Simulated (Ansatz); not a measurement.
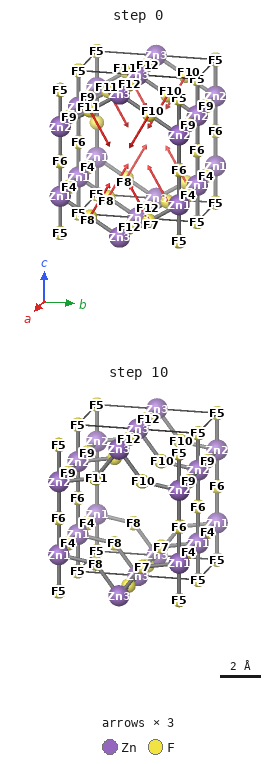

The structure of solid ZnF$_{3}$ (a generated structure, set up in Pmmm) (coarse preliminary run) before (top) and after (bottom) a relaxation, at one scale. The red arrows give the displacements (the part carried along by the change of the cell is left out), 3 times their true length.

The picture is a ball-and-stick view of the cell of the calculation, repeated 2 × 1 × 1 with one cell outlined, seen slightly off an axis.

Computed with Ansatz, DFT PBE, scalar-relativistic, plane waves, PAW.

The input:
```yaml
crystal:
  lattice:
    - [3.70451896, 0.0, 0.0]
    - [0.0, 6.22995273, 0.0]
    - [0.0, 0.0, 7.55391541]
  atoms:
    - { symbol: Zn, position: [0.0, 0.0, 0.25585448] }
    - { symbol: Zn, position: [0.0, 0.0, 0.74414552] }
    - { symbol: Zn, position: [0.0, 0.5, 0.0] }
    - { symbol: F, position: [0.5, 0.0, 0.25585448], spin: 1.0 }
    - { symbol: F, position: [0.0, 0.0, 0.0], spin: 1.0 }
    - { symbol: F, position: [0.0, 0.0, 0.5], spin: 1.0 }
    - { symbol: F, position: [0.0, 0.75, 0.12792724], spin: 1.0 }
    - { symbol: F, position: [0.0, 0.25, 0.12792724], spin: 1.0 }
    - { symbol: F, position: [0.5, 0.0, 0.74414552], spin: 1.0 }
    - { symbol: F, position: [0.0, 0.75, 0.87207276], spin: 1.0 }
    - { symbol: F, position: [0.0, 0.25, 0.87207276], spin: 1.0 }
    - { symbol: F, position: [0.5, 0.5, 0.0], spin: 1.0 }
basis:
  ecutwfc: 420
kpoints:
  mp_grid: { grid: [6, 4, 2] }
hamiltonian:
  xc: pbe
scf:
  occupations: { method: gaussian, width: 0.1 }
  lower_state_search: "off"
output:
  forces: true
  stress: true
  eigenvalues: true
  populations: true
magnetization:
  spin_polarized: true
relax:
  adjacent_minimum: "off"
  f_tol: 0.04
  max_steps: 70
  cell: { stress_tol: 0.4 }
```

Run as
```bash
ansatz run input.yaml --threads 1 --pin off --max-ram 2560MiB --backend cpu --events-out ev --progress --plain --runs-dir out
```

> What changed between the two?

After 8 accepted moves (10 points after the start) the energy has fallen by 524 meV per atom. Largest force component: 5.3 eV/Å at the start, 0.0056 eV/Å at the end. The pressure goes from 28.99 to 0.22 GPa. The SCF was repeated twice at an unchanged geometry on a basis and grid sized afresh for the cell, which shifted the energy by 6.6 meV per atom at most. The largest moves relative to the cell, 0.72 Å, are those of F7, F8, F10 and F11. F10 goes along [0 −2 −3]. Largest moves by element: F 0.72 Å, Zn 0.04 Å. The volume changes by +8.0 %, with a 3.705 → 3.852 Å (+4.0 %), b 6.230 → 6.314 Å (+1.4 %), c 7.554 → 7.742 Å (+2.5 %). Near-neighbour distances that change, for instance: Zn3–F10 1.833 → 2.027 Å, Zn1–F7 1.833 → 1.959 Å, Zn1–F6 1.844 → 1.926 Å, Zn1–F4 1.852 → 1.927 Å. Among the angles between lasting bonds that change: F10–Zn2–F11 116.4° → 160.6°, Zn2–F10–Zn3 180.0° → 136.9°, F7–Zn3–F10 63.6° → 105.6°. The space group stays Pmmm (No. 47). The program noted that the starting moments weren't kept.

Limits of the set-up: the k-point mesh is coarse for a cell with partly filled bands.
